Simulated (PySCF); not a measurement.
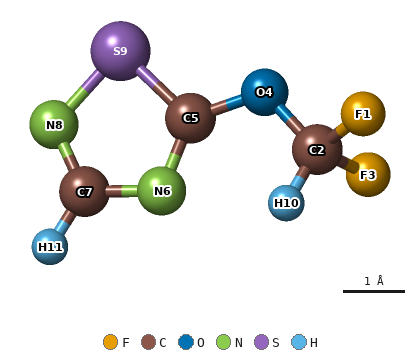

The input geometry of run A (ball-and-stick view, seen at a tilt; atoms are numbered from 1 in the order of the input). Bond lengths as drawn: C–F 1.34 Å, C–H 1.07 to 1.10 Å, C–N 1.29 to 1.35 Å, C–O 1.34 to 1.37 Å, C–S 1.74 Å and N–S 1.63 Å.

**C$_{3}$H$_{2}$F$_{2}$N$_{2}$OS: a changed input and its effect**

System: C$_{3}$H$_{2}$F$_{2}$N$_{2}$OS.
Method of run A: GIAO BHandHLYP/pcSseg-1 NMR shielding, non-relativistic, gas phase (PySCF 2.14.0).

The geometry comes from this level: GFN2-xTB. Text and figures count atoms from 1; the logs count them from 0 in places.

## Input file, run A
```
{"job": {"kind": "nmr", "xc": "BHandHLYP", "basis": "pcSseg-1", "pop": false}, "charge": 0, "multiplicity": 1}
F     -3.085183    -0.232552     0.237424
C     -1.815376    -0.332709     0.639581
F     -1.834598    -0.316073     1.983953
O     -1.133061     0.761196     0.166599
C      0.146269     0.572538    -0.185696
N      0.797936    -0.543707    -0.183258
C      2.054628    -0.309388    -0.618945
N      2.385760     0.901074    -0.945651
S      1.119103     1.911919    -0.734774
H     -1.387555    -1.291552     0.303684
H      2.757500    -1.118076    -0.688880
```

The first line tells a small driver script what to run in PySCF; the rest is the geometry in Å.

Command:
```bash
OMP_NUM_THREADS=1 python <driver script> task.json out
```

Hardware: 1 CPU thread, shared host.

## Output (run A)
```
coarse grid: 11504 points
cycle   1  E = -897.5516261999  dE =  2.256e+00  |g| = 9.684e-01  |ddm| = 3.273e+00
cycle   2  E = -897.5198944371  dE =  3.173e-02  |g| = 1.110e+00  |ddm| = 1.128e+00
cycle   3  E = -897.7304107753  dE = -2.105e-01  |g| = 1.295e-01  |ddm| = 6.578e-01
cycle   4  E = -897.7331105012  dE = -2.700e-03  |g| = 7.660e-02  |ddm| = 1.522e-01
cycle   5  E = -897.7343948531  dE = -1.284e-03  |g| = 1.393e-02  |ddm| = 6.216e-02
cycle   6  E = -897.7344351255  dE = -4.027e-05  |g| = 4.993e-03  |ddm| = 1.379e-02
cycle   7  E = -897.7344409371  dE = -5.812e-06  |g| = 2.239e-03  |ddm| = 5.035e-03
final grid: 112520 points
cycle   8  E = -897.7878701367  dE = -1.620e-05  |g| = 3.176e-03  |ddm| = 1.076e-02
cycle   9  E = -897.7878695558  dE =  5.809e-07  |g| = 3.716e-03  |ddm| = 4.626e-03
cycle  10  E = -897.7878721279  dE = -2.572e-06  |g| = 4.480e-04  |ddm| = 2.445e-03
cycle  11  E = -897.7878721632  dE = -3.533e-08  |g| = 2.319e-04  |ddm| = 4.456e-04
cycle  12  E = -897.7878721750  dE = -1.186e-08  |g| = 6.199e-05  |ddm| = 2.224e-04
cycle  13  E = -897.7878721760  dE = -9.663e-10  |g| = 1.997e-05  |ddm| = 6.911e-05
converged SCF energy = -897.7878721760

GIAO shielding tensors (ppm)
atom      isotropic    diamagn.    paramagn.     s11        s22        s33       span
  0 F      293.099     468.680    -175.581    197.772    321.994    359.530    161.757
  1 C       68.528     240.314    -171.787     57.083     71.984     76.516     19.433
  2 F      281.733     471.611    -189.878    186.782    297.485    360.931    174.149
  3 O      152.334     400.029    -247.695     47.220    165.814    243.969    196.749
  4 C      -18.431     255.243    -273.674   -109.689      0.327     54.069    163.758
  5 N      -23.810     332.576    -356.386   -238.454    -52.258    219.281    457.735
  6 C       22.584     250.396    -227.812    -61.777     34.990     94.539    156.316
  7 N      -42.091     331.655    -373.745   -254.287    -65.114    193.128    447.415
  8 S      147.899    1055.921    -908.022    -73.246    246.835    270.108    343.354
  9 H       23.983      28.326      -4.343     19.616     24.494     27.839      8.223
 10 H       23.756      28.201      -4.445     19.482     24.391     27.394      7.912
```

For run B the input was changed thus:
```diff
-F     -3.085183    -0.232552     0.237424
-C     -1.815376    -0.332709     0.639581
-F     -1.834598    -0.316073     1.983953
-O     -1.133061     0.761196     0.166599
-C      0.146269     0.572538    -0.185696
-N      0.797936    -0.543707    -0.183258
-C      2.054628    -0.309388    -0.618945
-N      2.385760     0.901074    -0.945651
-S      1.119103     1.911919    -0.734774
-H     -1.387555    -1.291552     0.303684
-H      2.757500    -1.118076    -0.688880
+F     -3.106660    -0.602850     0.517131
+C     -1.899424    -0.072895     0.690960
+F     -2.074062     1.251685     0.880816
+O     -1.173593    -0.315023    -0.438463
+C      0.147068    -0.103674    -0.391956
+N      0.936521    -0.342048    -1.381125
+C      2.200051    -0.043814    -1.020528
+N      2.422873     0.404730     0.177117
+S      1.023863     0.514252     1.006723
+H     -1.445567    -0.486808     1.613264
+H      3.006060    -0.179280    -1.717247
```

How does run B compare with run A?

With the same method and basis, run B lies 5.7 kcal/mol higher. The HOMO goes from −9.11 to −9.18 eV. The LUMO goes from −0.35 to −0.40 eV. The dipole moment goes from 1.10 to 1.72 D. Of all shieldings, the largest change is that of O4, by −23.2 ppm. The number of SCF iterations is the same.

## Output (run B)
```
coarse grid: 11504 points
cycle   1  E = -897.5315433285  dE =  2.297e+00  |g| = 9.954e-01  |ddm| = 3.269e+00
cycle   2  E = -897.4819817556  dE =  4.956e-02  |g| = 1.176e+00  |ddm| = 1.207e+00
cycle   3  E = -897.7202007722  dE = -2.382e-01  |g| = 1.332e-01  |ddm| = 7.165e-01
cycle   4  E = -897.7231358356  dE = -2.935e-03  |g| = 7.663e-02  |ddm| = 1.517e-01
cycle   5  E = -897.7243931807  dE = -1.257e-03  |g| = 1.419e-02  |ddm| = 6.283e-02
cycle   6  E = -897.7244332834  dE = -4.010e-05  |g| = 6.144e-03  |ddm| = 1.608e-02
cycle   7  E = -897.7244424014  dE = -9.118e-06  |g| = 2.227e-03  |ddm| = 6.428e-03
final grid: 112520 points
cycle   8  E = -897.7787343956  dE = -1.654e-05  |g| = 3.413e-03  |ddm| = 1.057e-02
cycle   9  E = -897.7787333654  dE =  1.030e-06  |g| = 4.159e-03  |ddm| = 4.977e-03
cycle  10  E = -897.7787366088  dE = -3.243e-06  |g| = 4.889e-04  |ddm| = 2.807e-03
cycle  11  E = -897.7787366524  dE = -4.361e-08  |g| = 2.392e-04  |ddm| = 5.053e-04
cycle  12  E = -897.7787366648  dE = -1.245e-08  |g| = 6.376e-05  |ddm| = 2.171e-04
cycle  13  E = -897.7787366658  dE = -9.268e-10  |g| = 2.259e-05  |ddm| = 6.981e-05
converged SCF energy = -897.7787366658

GIAO shielding tensors (ppm)
atom      isotropic    diamagn.    paramagn.     s11        s22        s33       span
  0 F      287.737     467.485    -179.748    195.995    310.784    356.432    160.437
  1 C       67.558     237.764    -170.206     54.291     71.180     77.204     22.913
  2 F      281.692     473.105    -191.412    196.447    280.281    368.348    171.901
  3 O      129.112     399.670    -270.558     33.396    138.223    215.716    182.319
  4 C      -14.203     255.668    -269.871   -103.447      3.062     57.777    161.224
  5 N      -36.569     329.160    -365.729   -271.155    -51.126    212.575    483.729
  6 C       20.462     252.115    -231.653    -62.927     29.145     95.168    158.096
  7 N      -39.323     332.450    -371.773   -251.438    -59.452    192.921    444.360
  8 S      149.329    1057.575    -908.246    -67.191    231.412    283.766    350.957
  9 H       25.310      27.948      -2.638     21.765     26.124     28.041      6.276
 10 H       23.498      27.802      -4.303     19.185     23.887     27.424      8.239
```

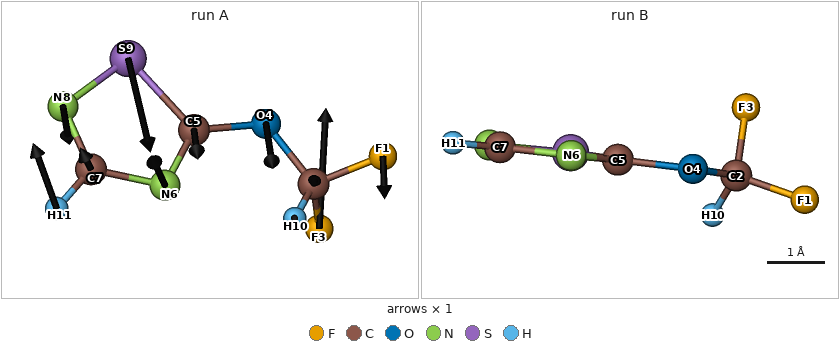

The two input geometries at one scale (ball-and-stick view, seen at a tilt). The black arrows on the first give the shifts of the atoms after the best rigid fit, at true length. The largest move after the best rigid fit is that of F3, 2.15 Å. By element the largest moves are F 2.15 Å, H 1.84 Å, S 1.81 Å, O 1.41 Å, N 1.06 Å, C 0.79 Å. Among the contacts that change: C5–S9 1.744 → 1.763 Å, C2–O4 1.373 → 1.364 Å, F1–C2 1.336 → 1.330 Å, C2–H10 1.102 → 1.108 Å.

## The two runs side by side

```tsv
quantity	run A	run B
outcome	converged	converged
total energy (hartree)	−897.787872	−897.778737
HOMO (eV)	−9.11	−9.18
LUMO (eV)	−0.35	−0.40
dipole moment (D)	1.10	1.72
shielding of F1 (ppm)	293.1	287.7
shielding of O4 (ppm)	152.3	129.1
shielding of C5 (ppm)	−18.4	−14.2
shielding of N6 (ppm)	−23.8	−36.6
shielding of C7 (ppm)	22.6	20.5
shielding of N8 (ppm)	−42.1	−39.3
shielding of S9 (ppm)	147.9	149.3
SCF iterations	13	13
basis functions	170	170
wall time (shared host)	14 s	14 s
```
